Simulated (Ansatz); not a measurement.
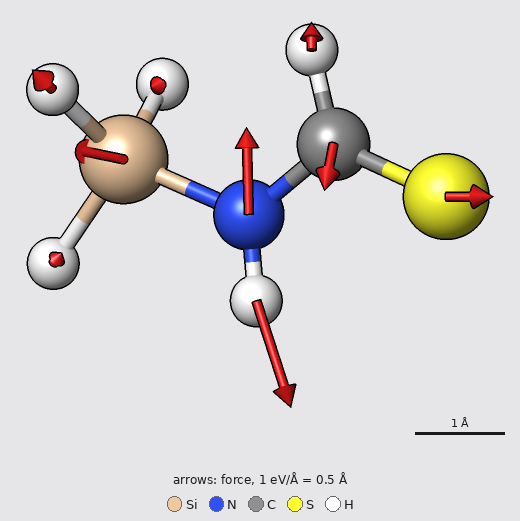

Starting geometry of CH₅NSSi (coarse preliminary run) with the computed forces as red arrows. Style: ball-and-stick. Shown at a tilt.

The start comes from a force field.

These are results of RKS PBE-D4/def2-SVP (Ansatz), not measurements. Set-up: force threshold 0.03 eV/Å; at most 200 steps.

Is this structure relaxed? If not, where do the atoms go?

Answer. It isn't relaxed: the largest force vector, on an H atom, is 2.59 eV/Å. The final displacements follow the starting forces only in part (cosine between the two patterns 0.49). The atom that moves furthest after the best rigid fit is an H atom (0.13 Å). By element the largest moves are H 0.13 Å, Si 0.09 Å, S 0.09 Å, C 0.06 Å, N 0.04 Å. Among the contacts that change: N–Si 1.713 → 1.786 Å, H–N 0.976 → 1.029 Å, H–Si 1.458 → 1.503 Å, H–Si 1.532 → 1.502 Å. Among the angles between lasting bonds that change: C–N–H 120.4° → 113.1°, H–Si–H 106.9° → 111.0°, Si–N–H 117.2° → 121.2°. After 4 accepted moves (5 points after the start) the energy has fallen by 27.4 kJ/mol. Largest force component: 2.3 eV/Å at the start, 0.023 eV/Å at the end. The line search rejected the trial step at point 2 of the run.
